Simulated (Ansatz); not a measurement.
**BFGeH3N: one molecule under many settings**

Aim: run BFGeH3N under a spread of inputs, and see what each costs and gives.

Program: Ansatz 0.2.0, Gaussian basis. Level of theory: the settings change from run to run. These are calculated values, not measurements.

## Step 1: The geometry

The geometry comes from an earlier relaxation with PBE0-D4 in a triple-zeta def2 set; it is a stationary point, not always the lowest conformer.

SMILES `F[B]1[NH][GeH2]1`, 7 atoms, charge 0, spin multiplicity 1.

Atoms are counted from 1 here; the program's logs count them from 0.

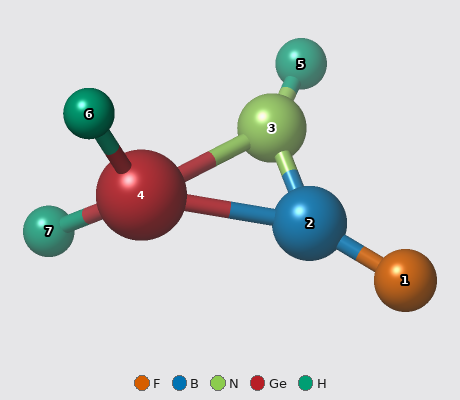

The geometry (fluorine orange, boron blue, nitrogen green, germanium red, hydrogen teal); atoms are numbered from 1 in the order of the file.

## Step 2: r2SCAN0/ANO-RCC-VTZP

Options: atoms shaken by 0.03 Å, D4 dispersion, the search for lower states set to light.

File in.yaml:

```yaml
crystal:
  periodic: [false, false, false]
  atoms:
    - {symbol: F, position_ang: [-0.988375, -2.252715, 0.219366]}
    - {symbol: B, position_ang: [-0.442297, -1.086802, 0.121935]}
    - {symbol: N, position_ang: [0.624969, -0.400904, 0.604332]}
    - {symbol: Ge, position_ang: [-0.279161, 0.792768, -0.562508]}
    - {symbol: H, position_ang: [1.380722, -0.516344, 1.253194]}
    - {symbol: H, position_ang: [-0.848863, 2.057020, 0.108701]}
    - {symbol: H, position_ang: [0.653575, 1.234903, -1.796859]}
basis:
  gaussian: {orbitals: ANO-RCC-VTZP}
hamiltonian: {xc: {name: r2SCAN0}, dispersion: d4}
scf: {lower_state_search: light}
```

Run with:

```console
$ ansatz run in.yaml --threads 2 --pin off --events-out ev --progress --plain --max-ram 4352MiB
```

Standard output:

```text
Functional definition: r2SCAN0
  name "r2SCAN0"
  cite "Bursch, Neugebauer, Ehlert & Grimme, J. Chem. Phys. 156, 134105 (2022) doi:10.1063/5.0086040"
  cite "Furness, Kaplan, Ning, Perdew & Sun, J. Phys. Chem. Lett. 11, 8208 (2020) doi:10.1021/acs.jpclett.0c02405"
  cite "Furness, Kaplan, Ning, Perdew & Sun, J. Phys. Chem. Lett. 11, 9248 (2020) doi:10.1021/acs.jpclett.0c03077"
  parent r2scan
  parameter a = 0.25
  parameter k0 = 0.174
  parameter k1 = 0.065
  parameter a1 = 4.9479
  exchange = (1 - a)*r2scan_x(k0 = k0, k1 = k1, a1 = a1) + a*exact_x
  correlation = r2scan_c
1419 factors; their error is unknown
mean field evaluation 1: about -62039.2775 eV, gradient 6.2e1 eV
mean field evaluation 2: about -62025.5498 eV, gradient 9.5e1 eV
mean field evaluation 4: about -62045.9592 eV, gradient 6.4e0 eV
mean field evaluation 8: about -62046.0156 eV, gradient 1.8e-1 eV
mean field evaluation 16: about -62046.2430 eV, gradient 1.4e-4 eV
mean field -62046.24302348 eV, -2280.1573746587 hartree, gradient 3.0e-5 eV, S^2 0.000000; 0 other end points of the search recorded, 0 dependent functions left out
reference -62046.24304180 eV, -2280.1573753320 hartree; 28, 28 occupied and 147, 147 virtual orbitals, 1419 factors
Total energy: -62046.27591124 eV, -2280.1585832617 hartree
Relativity: scalar
```

It took 9 s on 2 threads of Arm Neoverse V1, shared host.

## Step 3: r2SCAN0/def2-TZVPP

Set apart from the defaults: density fitting with def2-universal-jkfit, D3(BJ) with three-body dispersion.

File in.yaml:

```yaml
crystal:
  periodic: [false, false, false]
  atoms:
    - {symbol: F, position_ang: [-0.998737, -2.247667, 0.212643]}
    - {symbol: B, position_ang: [-0.441542, -1.058965, 0.113002]}
    - {symbol: N, position_ang: [0.618220, -0.372259, 0.617891]}
    - {symbol: Ge, position_ang: [-0.292250, 0.808386, -0.596741]}
    - {symbol: H, position_ang: [1.389126, -0.488768, 1.256784]}
    - {symbol: H, position_ang: [-0.826047, 2.061906, 0.119272]}
    - {symbol: H, position_ang: [0.612531, 1.229267, -1.768551]}
basis:
  gaussian: {orbitals: def2-TZVPP, fitting: {mean_field: def2-universal-jkfit}}
hamiltonian: {xc: {name: r2SCAN0}, dispersion: d3bjatm}
output: {forces: true}
```

The command is unchanged.

Standard output, shortened:

```text
Functional definition: r2SCAN0
  name "r2SCAN0"
  cite "Bursch, Neugebauer, Ehlert & Grimme, J. Chem. Phys. 156, 134105 (2022) doi:10.1063/5.0086040"
  cite "Furness, Kaplan, Ning, Perdew & Sun, J. Phys. Chem. Lett. 11, 8208 (2020) doi:10.1021/acs.jpclett.0c02405"
  cite "Furness, Kaplan, Ning, Perdew & Sun, J. Phys. Chem. Lett. 11, 9248 (2020) doi:10.1021/acs.jpclett.0c03077"
  parent r2scan
[...]
549 factors; integrals over basis functions are off by at most 1.6e0 eV
[...]
mean field -61449.81612248 eV, -2258.2390903198 hartree, gradient 5.9e-5 eV, S^2 0.000000; 0 other end points of the search recorded, 0 dependent functions left out
[...]
reference -61449.81613177 eV, -2258.2390906610 hartree; 28, 28 occupied and 155, 155 virtual orbitals, 549 factors
Total energy: -61449.85204532 eV, -2258.2404104599 hartree
Atom 0 at    -0.998737    -2.247667     0.212643 Å, force     0.122922     0.255614    -0.019221 eV/Å
Atom 1 at    -0.441542    -1.058965     0.113002 Å, force     0.050808    -0.071078     0.070656 eV/Å
Atom 2 at     0.618220    -0.372259     0.617891 Å, force    -0.063840    -0.029963    -0.035802 eV/Å
Atom 3 at    -0.292250     0.808386    -0.596741 Å, force     0.096851    -0.014050     0.080062 eV/Å
Atom 4 at     1.389126    -0.488768     1.256784 Å, force    -0.178226     0.023594    -0.146236 eV/Å
Atom 5 at    -0.826047     2.061906     0.119272 Å, force     0.057899    -0.123950    -0.069580 eV/Å
Atom 6 at     0.612531     1.229267    -1.768551 Å, force    -0.086415    -0.040167     0.120120 eV/Å
Dipole moment:     0.210366     0.228953     0.059333 e Å
```

It took 5 s on 2 threads of Arm Neoverse V1, shared host.

Largest force 0.284 eV/Å, dipole 1.52 D.

## Step 4: wB97M-V/ANO-RCC-VTZP

in.yaml: that of step 3 with these lines changed.

```diff
@@ -11,4 +11,4 @@
 basis:
-  gaussian: {orbitals: def2-TZVPP, fitting: {mean_field: def2-universal-jkfit}}
-hamiltonian: {xc: {name: r2SCAN0}, dispersion: d3bjatm}
+  gaussian: {orbitals: ANO-RCC-VTZP}
+hamiltonian: {xc: {name: wB97M-V}}
 output: {forces: true}
```

Launched as before.

Standard output, shortened:

```text
Functional definition: wB97M-V
  name "wB97M-V"
  cite "Mardirossian & Head-Gordon, J. Chem. Phys. 144, 214110 (2016) doi:10.1063/1.4952647"
  cite "Becke, J. Chem. Phys. 107, 8554 (1997) doi:10.1063/1.475007"
  cite "Vydrov & Van Voorhis, J. Chem. Phys. 133, 244103 (2010) doi:10.1063/1.3521275"
  # Of w^i u^j: cxij and so on, Table III.
[...]
  gx(w, u) = 1 - cx + cx01*u + cx10*w
  gss(w, u) = css00 + css04*u^4 + css10*w + css20*w^2 + css43*w^4*u^3
  gos(w, u) = cos00 + cos10*w + (cos20 + cos21*u)*w^2 + (cos60 + cos61*u)*w^6
[...]
      + integral(e_c_pw_mod_opposite_spin*gos(b97_w_opposite, b97_u_opposite)) + vv10(b, c)
1362 factors; their error is unknown
296 factors; integrals over basis functions are off by at most 2.2e-5 eV
[...]
mean field -62044.34682514 eV, -2280.0876906551 hartree, gradient 4.8e-5 eV, S^2 0.000000; 0 other end points of the search recorded, 0 dependent functions left out
[...]
reference -62044.34690678 eV, -2280.0876936555 hartree; 28, 28 occupied and 147, 147 virtual orbitals, 1362 factors
Total energy: -62044.34690678 eV, -2280.0876936555 hartree
Relativity: scalar
Atom 0 at    -0.998737    -2.247667     0.212643 Å, force    -0.113170    -0.147742    -0.021246 eV/Å
Atom 1 at    -0.441542    -1.058965     0.113002 Å, force     0.180936     0.258686     0.024366 eV/Å
Atom 2 at     0.618220    -0.372259     0.617891 Å, force     0.101288    -0.041638     0.095208 eV/Å
Atom 3 at    -0.292250     0.808386    -0.596741 Å, force    -0.066272     0.231356    -0.152496 eV/Å
Atom 4 at     1.389126    -0.488768     1.256784 Å, force    -0.077552    -0.002932    -0.057808 eV/Å
Atom 5 at    -0.826047     2.061906     0.119272 Å, force     0.119388    -0.225393    -0.117392 eV/Å
Atom 6 at     0.612531     1.229267    -1.768551 Å, force    -0.144618    -0.072337     0.229368 eV/Å
Dipole moment:     0.192746     0.229901     0.045486 e Å
```

It took 25 s on 2 threads of Arm Neoverse V1, shared host; peak memory 0.66 GiB.

Largest force 0.317 eV/Å, dipole 1.46 D.

## Step 5: wB97X-V/STO-3G

Options: a grid of angular degree 11, the search for lower states set to off.

in.yaml: that of step 4 with these lines changed.

```diff
@@ -11,4 +11,4 @@
 basis:
-  gaussian: {orbitals: ANO-RCC-VTZP}
-hamiltonian: {xc: {name: wB97M-V}}
-output: {forces: true}
+  gaussian: {orbitals: STO-3G, final_grid: {core_spheres: 5, valence_spheres: 4, degree: 11}}
+hamiltonian: {xc: {name: wB97X-V}}
+scf: {lower_state_search: off}
```

Same command.

Standard output, shortened:

```text
Functional definition: wB97X-V
  name "wB97X-V"
  cite "Mardirossian & Head-Gordon, Phys. Chem. Chem. Phys. 16, 9904 (2014) doi:10.1039/C3CP54374A"
  cite "Becke, J. Chem. Phys. 107, 8554 (1997) doi:10.1063/1.475007"
  cite "Vydrov & Van Voorhis, J. Chem. Phys. 133, 244103 (2010) doi:10.1063/1.3521275"
[...]
      + integral(e_c_pw_opposite_spin*poly(b97_u_opposite, cos0, cos1)) + vv10(b, c)
[...]
431 factors; integrals over basis functions are off by at most 5.8e-5 eV
130 factors; integrals over basis functions are off by at most 1.2e-6 eV
[...]
mean field -60727.38438933 eV, -2231.6902138083 hartree, gradient 2.1e-6 eV, S^2 0.000000; 0 other end points of the search recorded, 0 dependent functions left out
reference -60727.38438760 eV, -2231.6902137449 hartree; 28, 28 occupied and 8, 8 virtual orbitals, 431 factors
Total energy: -60727.38438760 eV, -2231.6902137449 hartree
Checks for a lower state left out: stability, starts, cluster_reference, orbital_swaps, neighbouring_geometries, increment
```

Run time: 1.1 s. Hardware: 2 threads of Arm Neoverse V1, shared host.

## Step 6: CAM-B3LYP/pcseg-2

Options: high accuracy.

in.yaml: that of step 5 with these lines changed.

```diff
@@ -11,4 +11,5 @@
 basis:
-  gaussian: {orbitals: STO-3G, final_grid: {core_spheres: 5, valence_spheres: 4, degree: 11}}
-hamiltonian: {xc: {name: wB97X-V}}
-scf: {lower_state_search: off}
+  gaussian: {orbitals: pcseg-2}
+hamiltonian: {xc: {name: CAM-B3LYP}}
+accuracy: high
+output: {forces: true}
```

The command is unchanged.

Standard output, shortened:

```text
Functional definition: CAM-B3LYP
  name "CAM-B3LYP"
  cite "Yanai, Tew & Handy, Chem. Phys. Lett. 393, 51 (2004) doi:10.1016/j.cplett.2004.06.011"
  cite "Iikura, Tsuneda, Yanai & Hirao, J. Chem. Phys. 115, 3540 (2001) doi:10.1063/1.1383587"
  cite "Becke, Phys. Rev. A 38, 3098 (1988) doi:10.1103/PhysRevA.38.3098"
  cite "Lee, Yang & Parr, Phys. Rev. B 37, 785 (1988) doi:10.1103/PhysRevB.37.785"
  cite "Vosko, Wilk & Nusair, Can. J. Phys. 58, 1200 (1980) doi:10.1139/p80-159"
[...]
  # Exact exchange under (alpha + beta erf(omega r))/r, Becke's under what is left of 1/r.
[...]
2946 factors; integrals over basis functions are off by at most 4.9e-9 eV
472 factors; integrals over basis functions are off by at most 1.8e-9 eV
[...]
mean field -61456.36765854 eV, -2258.4798548292 hartree, gradient 3.3e-8 eV, S^2 0.000000; 0 other end points of the search recorded, 0 dependent functions left out
[...]
reference -61456.36767876 eV, -2258.4798555724 hartree; 28, 28 occupied and 147, 147 virtual orbitals, 2946 factors
Total energy: -61456.36767876 eV, -2258.4798555724 hartree
Atom 0 at    -0.998737    -2.247667     0.212643 Å, force     0.024295     0.056271    -0.006465 eV/Å
Atom 1 at    -0.441542    -1.058965     0.113002 Å, force     0.184232     0.132752     0.082447 eV/Å
Atom 2 at     0.618220    -0.372259     0.617891 Å, force    -0.114778    -0.146632    -0.023182 eV/Å
Atom 3 at    -0.292250     0.808386    -0.596741 Å, force     0.013061     0.111407    -0.039128 eV/Å
Atom 4 at     1.389126    -0.488768     1.256784 Å, force    -0.069534    -0.001570    -0.052294 eV/Å
Atom 5 at    -0.826047     2.061906     0.119272 Å, force     0.044733    -0.112920    -0.064008 eV/Å
Atom 6 at     0.612531     1.229267    -1.768551 Å, force    -0.082008    -0.039308     0.102630 eV/Å
Dipole moment:     0.199937     0.246978     0.043434 e Å
```

Run time: 19 s. Hardware: 2 threads of Arm Neoverse V1, shared host; peak memory 0.93 GiB.

Largest force 0.242 eV/Å, dipole 1.54 D.

## Step 7: RPA/def2-TZVPP

This run has correlated electrons set to outside_noble_gas.

in.yaml: that of step 6 with these lines changed.

```diff
@@ -11,5 +11,4 @@
 basis:
-  gaussian: {orbitals: pcseg-2}
-hamiltonian: {xc: {name: CAM-B3LYP}}
-accuracy: high
-output: {forces: true}
+  gaussian: {orbitals: def2-TZVPP}
+hamiltonian: {xc: {name: PBE}}
+correlation: {method: rpa, electrons: outside_noble_gas}
```

Same command.

Standard output, shortened:

```text
Functional definition: PBE
  name "PBE"
  cite "Perdew, Burke & Ernzerhof, Phys. Rev. Lett. 77, 3865 (1996) doi:10.1103/PhysRevLett.77.3865"
  parent pbe
[...]
1146 factors; integrals over basis functions are off by at most 9.7e-4 eV
[...]
mean field -61439.58157103 eV, -2257.8629774911 hartree, gradient 6.0e-6 eV, S^2 0.000000; 0 other end points of the search recorded, 0 dependent functions left out
17 core orbitals not correlated, not the lowest: weight in the atoms' cores, before any rotation towards them, 0.994 or more for the frozen orbitals, at most 0.005 for the correlated occupied ones
reference -61381.94556897 eV, -2255.7448934827 hartree; 11, 11 occupied and 155, 155 virtual orbitals, 1146 factors
Total energy: -61411.03487279 eV, -2256.8139056805 hartree
```

Wall time 4.6 s (2 threads of Arm Neoverse V1, shared host).

## Step 8: PBE/cc-pVTZ-DK

Set apart from the defaults: unrestricted orbitals, atoms shaken by 0.03 Å, D4 dispersion, relativity set to none, the search for lower states set to off.

File in.yaml:

```yaml
crystal:
  periodic: [false, false, false]
  atoms:
    - {symbol: F, position_ang: [-0.979454, -2.226848, 0.233617]}
    - {symbol: B, position_ang: [-0.438638, -1.057691, 0.115054]}
    - {symbol: N, position_ang: [0.663545, -0.340779, 0.574422]}
    - {symbol: Ge, position_ang: [-0.271462, 0.832425, -0.634078]}
    - {symbol: H, position_ang: [1.330598, -0.484169, 1.240431]}
    - {symbol: H, position_ang: [-0.781081, 2.022914, 0.115301]}
    - {symbol: H, position_ang: [0.642681, 1.218311, -1.748971]}
basis:
  gaussian: {orbitals: cc-pVTZ-DK}
magnetization: {spin_polarized: true, initial_magnetization: 0}
hamiltonian: {xc: {name: PBE}, dispersion: d4, pseudopotentials: {relativity: none}}
scf: {lower_state_search: off}
```

The command is unchanged.

Standard output, shortened:

```text
Functional definition: PBE
  name "PBE"
  cite "Perdew, Burke & Ernzerhof, Phys. Rev. Lett. 77, 3865 (1996) doi:10.1103/PhysRevLett.77.3865"
  parent pbe
[...]
1090 factors; their error is unknown
[...]
mean field -61088.06617925 eV, -2244.9450251090 hartree, gradient 3.7e-6 eV, S^2 0.000000; 0 other end points of the search recorded, 0 dependent functions left out
reference -61088.06621915 eV, -2244.9450265751 hartree; 28, 28 occupied and 147, 147 virtual orbitals, 1090 factors
WARN: the results are in doubt because the basis set is contracted for relativity, which is off
Total energy: -61088.18861340 eV, -2244.9495244809 hartree
In doubt: the basis set is contracted for relativity, which is off
Checks for a lower state left out: stability, starts, cluster_reference, orbital_swaps, neighbouring_geometries, increment
```

Run time: 2.2 s. Hardware: 2 threads of Arm Neoverse V1, shared host.

⟨S²⟩ 0.000. The log holds a warning on this run.

## Step 9: RPBE/def2-TZVP

Options: atoms shaken by 0.03 Å, the search for lower states set to full.

File in.yaml:

```yaml
crystal:
  periodic: [false, false, false]
  atoms:
    - {symbol: F, position_ang: [-1.036368, -2.218173, 0.231890]}
    - {symbol: B, position_ang: [-0.402934, -1.082971, 0.136506]}
    - {symbol: N, position_ang: [0.606992, -0.409801, 0.573131]}
    - {symbol: Ge, position_ang: [-0.276532, 0.812246, -0.599770]}
    - {symbol: H, position_ang: [1.395777, -0.454880, 1.232106]}
    - {symbol: H, position_ang: [-0.853876, 2.050857, 0.123118]}
    - {symbol: H, position_ang: [0.611784, 1.313106, -1.740896]}
basis:
  gaussian: {orbitals: def2-TZVP}
hamiltonian: {xc: {name: RPBE}}
scf: {lower_state_search: full}
```

Launched as before.

Standard output:

```text
Functional definition: RPBE
  name "RPBE"
  cite "Hammer, Hansen & Nørskov, Phys. Rev. B 59, 7413 (1999) doi:10.1103/PhysRevB.59.7413"
  cite "Perdew, Burke & Ernzerhof, Phys. Rev. Lett. 77, 3865 (1996) doi:10.1103/PhysRevLett.77.3865"
  parameter kappa = 0.804
  parameter beta = 0.06672455060314922
  exchange = rpbe_x(kappa = kappa, mu = beta*pi^2/3)
  correlation = pbe_c(beta = beta)
970 factors; their error is unknown
mean field evaluation 1: about -61438.1743 eV, gradient 8.2e1 eV
mean field evaluation 2: about -61376.1978 eV, gradient 1.6e2 eV
mean field evaluation 4: about -61449.5700 eV, gradient 2.0e1 eV
mean field evaluation 8: about -61450.3894 eV, gradient 1.7e-1 eV
mean field evaluation 16: about -61450.3718 eV, gradient 6.2e-5 eV
mean field -61450.37176209 eV, -2258.2595096987 hartree, gradient 6.9e-5 eV, S^2 0.000000; 0 other end points of the search recorded, 0 dependent functions left out
reference -61450.37180259 eV, -2258.2595111871 hartree; 28, 28 occupied and 131, 131 virtual orbitals, 970 factors
Total energy: -61450.37180259 eV, -2258.2595111871 hartree
```

It took 1.9 s on 2 threads of Arm Neoverse V1, shared host.

## Step 10: SPW92/def2-TZVPP

Set apart from the defaults: density fitting with cc-pVTZ-jkfit.

File in.yaml:

```yaml
crystal:
  periodic: [false, false, false]
  atoms:
    - {symbol: F, position_ang: [-0.998737, -2.247667, 0.212643]}
    - {symbol: B, position_ang: [-0.441542, -1.058965, 0.113002]}
    - {symbol: N, position_ang: [0.618220, -0.372259, 0.617891]}
    - {symbol: Ge, position_ang: [-0.292250, 0.808386, -0.596741]}
    - {symbol: H, position_ang: [1.389126, -0.488768, 1.256784]}
    - {symbol: H, position_ang: [-0.826047, 2.061906, 0.119272]}
    - {symbol: H, position_ang: [0.612531, 1.229267, -1.768551]}
basis:
  gaussian: {orbitals: def2-TZVPP, fitting: {mean_field: cc-pVTZ-jkfit}}
hamiltonian: {xc: {name: SPW92}}
output: {forces: true}
```

Same command.

Standard output, shortened:

```text
Functional definition: SPW92
  name "SPW92"
  cite "Dirac, Proc. Camb. Phil. Soc. 26, 376 (1930) doi:10.1017/S0305004100016108"
  cite "Slater, Phys. Rev. 81, 385 (1951) doi:10.1103/PhysRev.81.385"
  cite "Perdew & Wang, Phys. Rev. B 45, 13244 (1992) doi:10.1103/PhysRevB.45.13244"
[...]
534 factors; integrals over basis functions are off by at most 8.3e-1 eV
[...]
mean field -61330.53877008 eV, -2253.8557284683 hartree, gradient 3.7e-5 eV, S^2 0.000000; 0 other end points of the search recorded, 0 dependent functions left out
[...]
reference -61330.53880742 eV, -2253.8557298404 hartree; 28, 28 occupied and 155, 155 virtual orbitals, 534 factors
Total energy: -61330.53880742 eV, -2253.8557298404 hartree
Atom 0 at    -0.998737    -2.247667     0.212643 Å, force     0.053720     0.117128    -0.010862 eV/Å
Atom 1 at    -0.441542    -1.058965     0.113002 Å, force     0.016232     0.050394    -0.009335 eV/Å
Atom 2 at     0.618220    -0.372259     0.617891 Å, force    -0.448033    -0.021086    -0.332481 eV/Å
Atom 3 at    -0.292250     0.808386    -0.596741 Å, force    -0.083548    -0.158464     0.006286 eV/Å
Atom 4 at     1.389126    -0.488768     1.256784 Å, force     0.393419    -0.007796     0.303268 eV/Å
Atom 5 at    -0.826047     2.061906     0.119272 Å, force     0.006621     0.025702     0.057484 eV/Å
Atom 6 at     0.612531     1.229267    -1.768551 Å, force     0.061590    -0.005878    -0.014360 eV/Å
Dipole moment:     0.223047     0.208399     0.078065 e Å
```

Wall time 1.3 s (2 threads of Arm Neoverse V1, shared host).

Largest force 0.558 eV/Å, dipole 1.51 D.

## Step 11: All runs side by side

| level | charge | multiplicity | geometry | functions | energy (eV) | time |
| --- | --- | --- | --- | --- | --- | --- |
| r2SCAN0/ANO-RCC-VTZP | 0 | 1 | shaken | 175 | -62046.276 | 9 s |
| r2SCAN0/def2-TZVPP | 0 | 1 | relaxed | 183 | -61449.852 | 5 s |
| wB97M-V/ANO-RCC-VTZP | 0 | 1 | relaxed | 175 | -62044.347 | 25 s |
| wB97X-V/STO-3G | 0 | 1 | relaxed | 36 | -60727.384 | 1.1 s |
| CAM-B3LYP/pcseg-2 | 0 | 1 | relaxed | 175 | -61456.368 | 19 s |
| RPA/def2-TZVPP | 0 | 1 | relaxed | 183 | -61411.035 | 4.6 s |
| PBE/cc-pVTZ-DK | 0 | 1 | shaken | 175 | -61088.189 | 2.2 s |
| RPBE/def2-TZVP | 0 | 1 | shaken | 159 | -61450.372 | 1.9 s |
| SPW92/def2-TZVPP | 0 | 1 | relaxed | 183 | -61330.539 | 1.3 s |

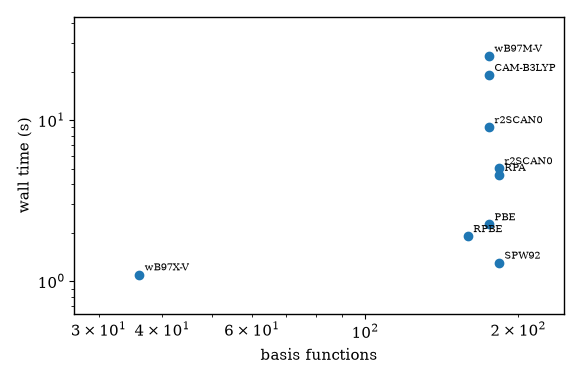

Wall time against the number of basis functions (shared host).

## Step 12: What came out

| quantity | value |
| --- | --- |
| runs | 9 |
| quickest | wB97X-V/STO-3G, 1.1 s |
| slowest | wB97M-V/ANO-RCC-VTZP, 25 s |
| spread of total energies, same state and geometry | 1317.0 eV |
| dipole, same state and geometry | 1.46 to 1.54 D |

What this shows: wB97M-V/ANO-RCC-VTZP took 23 times as long as wB97X-V/STO-3G. The jobs differ in tasks and options as well as level. The totals spread over 1317 eV; they can't be compared across methods or bases. Some of these runs are scalar-relativistic and others not, which shifts the totals of all-electron atoms past neon by eV; core potentials, where a basis has them, take the core out of the total altogether. At the PBE0-D4/def2-TZVP geometry and in the same state, runs without warnings or point charges leave forces up to 0.56 eV/Å (SPW92/def2-TZVPP). At that geometry and state the dipole changes by 6 % between the lowest and highest value.
